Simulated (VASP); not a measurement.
Band structure of Bi (a7). Level of theory: r2SCAN meta-GGA, VASP's PBE PAW potentials (set 64) (plane waves; VASP 6.6.1).

Unless said otherwise, spin-orbit coupling is left out, though it shifts the bands of the heavy elements here.

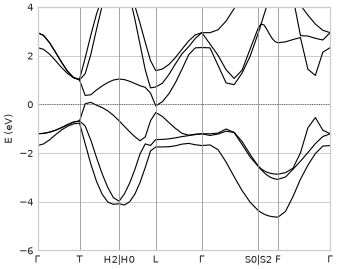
Figure: Bands along high-symmetry lines, zero at the valence-band maximum or, without a gap, the Fermi level

### Question
Read the plot: is there a gap, and where are the band edges?

### Answer
It has no gap at this level: it comes out as a metal or semimetal.

The compound is Bi in the a7 structure. It was relaxed first.
